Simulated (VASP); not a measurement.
Band structure of GaS (space group P6_3/mmc). Method: modified Becke-Johnson potential (mBJ), VASP's PBE PAW potentials (set 64) (plane waves; VASP 6.6.1).

mBJ is a potential without an energy functional, so only the levels count. Without a dispersion term in the relaxation, distances and binding between the weakly bound layers, chains or molecules are unreliable, and so is what depends on them.

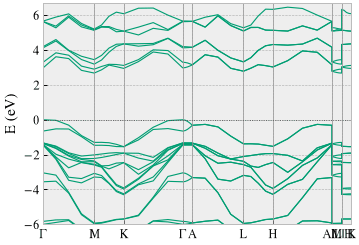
Fig. 1. Bands along high-symmetry lines, zero at the valence-band maximum or, without a gap, the Fermi level

Read the plot: is there a gap, and where are the band edges?

The gap is indirect, 2.68 eV, from the valence maximum at Γ to the conduction minimum at M.

The structure comes from a computed database's GaS entry (P6_3/mmc); how it stands against other phases isn't given here. It was relaxed first, which changed the volume by +6 %. The cell's shape comes from a PBE relaxation.
